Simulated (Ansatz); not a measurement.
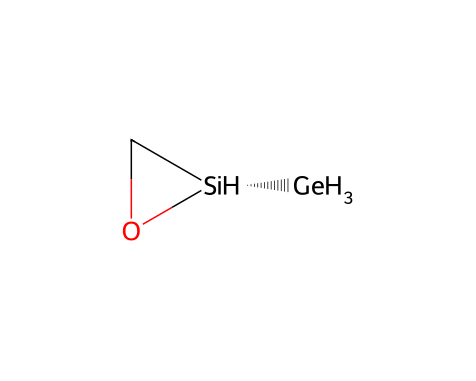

The drawing above gives the connectivity. The geometry was computed by an optimisation with PBE0-D4/def2-TZVP. No frequency run is at hand to confirm it as a minimum.

What does the molecule look like in three dimensions?

The molecule is CH6GeOSi. Its SMILES string is `[GeH3][Si@H]1CO1`. Among its groups: Si–H bond, Si–O bond. The point group is C1. Coordination, clear cases only: 1 Ge tetrahedral.

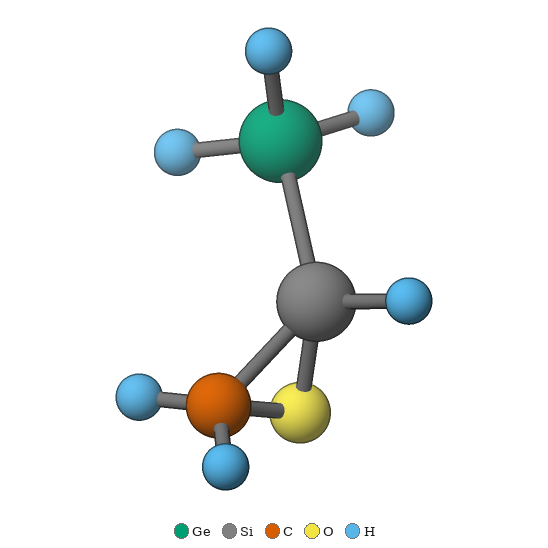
